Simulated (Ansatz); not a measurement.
# H3Sb: what the fields show

Input file:

```
crystal:
  periodic: [false, false, false]
  atoms:
    - {symbol: Sb, position_ang: [0.276074, 0.834426, 1.130201]}
    - {symbol: H, position_ang: [0.451833, 0.113099, 2.671273]}
    - {symbol: H, position_ang: [1.310211, -0.327705, 0.426086]}
    - {symbol: H, position_ang: [-1.098461, -0.123720, 0.798404]}
basis:
  gaussian: {orbitals: "def2-TZVPPD.json"}
hamiltonian: {xc: pbe0, dispersion: d4}
output: {orbitals: {seedname: orbitals}}
```

Run with:

```sh
ansatz run in.yaml --threads 4 --pin off --events-out ev --progress --plain --max-ram 9574MiB
```

Geometry: PBE0-D4/def2-TZVP; core potentials replace the inner electrons of Sb.

Method: RKS PBE0-D4/def2-TZVPPD (Ansatz).

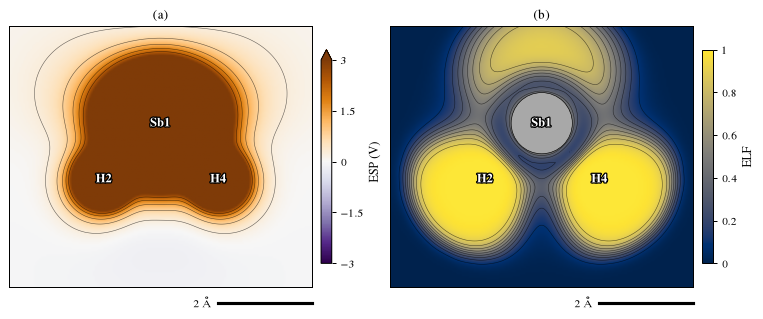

Figure 1. (a) molecular electrostatic potential; (b) ELF on the plane of atoms H2, Sb1 and H4. Grey discs cover the atomic cores in the ELF map.

> Interpret the plot.

- The section cuts through Sb and H sites.
- Sb–H (1.71 Å): the ELF climbs to about 1 towards the hydrogen.
- The ELF also peaks beside Sb1, away from the bonds: lone-pair regions.
- The potential has no marked negative region in this plane.

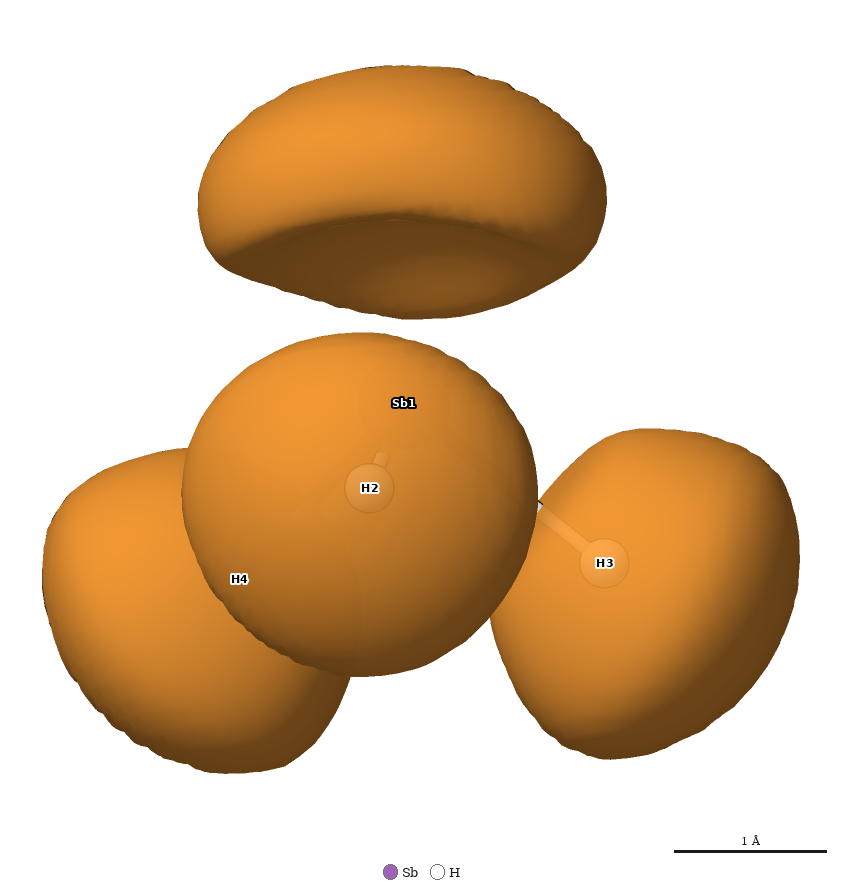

Figure 2. Isosurface of the electron localisation function at 0.8 (orange), seen from one side. Only the valence region is drawn (cores and ρ < 0.01 e/Å³ removed).

> Describe the localisation domains.

The surface consists of three regions around hydrogen nuclei and one lobe on Sb, pointing away from the bonds (lone pairs).

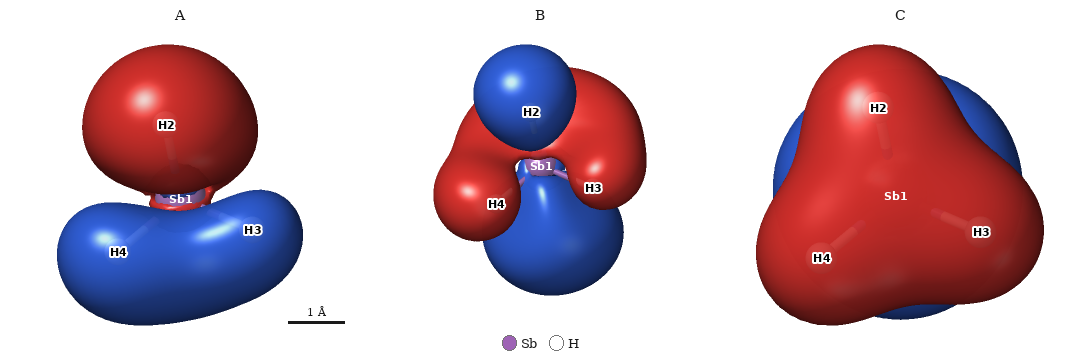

Figure 3. Three frontier orbitals at ±0.06 Å⁻³ᐟ² (red and blue are the two phases), in no order.

> Which picture is the HOMO−1, the HOMO and the LUMO?

A is the HOMO−1 (−9.57 eV). By Hirshfeld shares it lies mainly on Sb1 (about 50 %), H2 (about 15 %), H3 (about 15 %) and H4 (about 15 %). C is the HOMO (−7.53 eV). Its weight (Hirshfeld) is mainly on Sb1 (about 80 %), H2 (about 5 %), H3 (about 5 %) and H4 (about 5 %). B is the LUMO (−0.23 eV). Its weight (Hirshfeld) is mainly on Sb1 (about 70 %), H2 (about 10 %), H3 (about 10 %) and H4 (about 10 %).

> What is the HOMO–LUMO gap?

7.30 eV between the orbital energies.
